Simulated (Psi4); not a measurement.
**HI (hydrogen iodide): methods side by side**

HI has 2 atoms, charge 0, and is taken as a singlet. SMILES: `I`. Geometry: optimised at PBE0/def2-TZVP.

```xyz
2

I    -0.6820    0.2524   -0.3436
H     0.7152   -0.1908    0.3220
```

Quantity: the dipole moment, in D. The values are calculated.

Measured value to compare with: NIST CCCBDB gives the dipole moment of the gas as 0.45 D.

| level | kind | program | value (D) | computed − measured | CPU time |
| --- | --- | --- | --- | --- | --- |
| PBE-D4/def2-TZVPP (density fitting, core potential) | GGA | Psi4 | 0.46 | +0.01 | 17 s |
| r2SCAN-D4/def2-TZVPP (density fitting, core potential) | meta-GGA | Psi4 | 0.51 | +0.06 | 34 s |
| B3LYP-D4/def2-TZVPP (density fitting, core potential) | global hybrid | Psi4 | 0.45 | 0.00 | 16 s |
| PBE0-D4/def2-TZVPP (density fitting, core potential) | global hybrid | Psi4 | 0.50 | +0.05 | 16 s |
| wB97M-V/def2-TZVPP (density fitting, core potential) | range-separated hybrid | Psi4 | 0.47 | +0.02 | 39 s |

Nearest: B3LYP-D4/def2-TZVPP (density fitting, core potential) (0.00 D); farthest: r2SCAN-D4/def2-TZVPP (density fitting, core potential) (+0.06 D). The measured dipole is a vibrational average, so differences of a few hundredths of a debye mean little. Computed less measured by kind, in D (def2-TZVPP rows): GGA +0.01; meta-GGA +0.06; global hybrid +0.00 to +0.05; range-separated hybrid +0.02. Magnitudes only. Times are those of the runs behind each value, whatever else they computed, on shared processors of several kinds: orders of magnitude only.

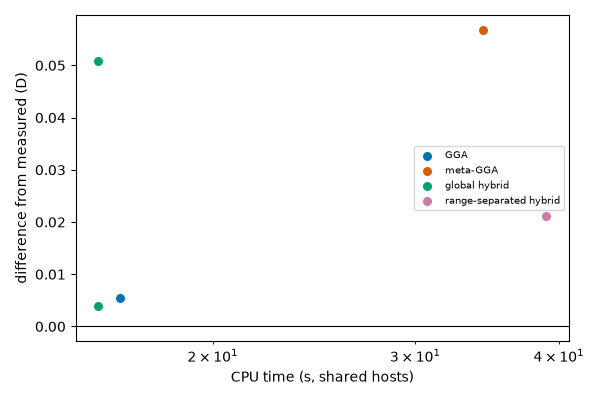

Difference from the measured value against processor time, one point a level.
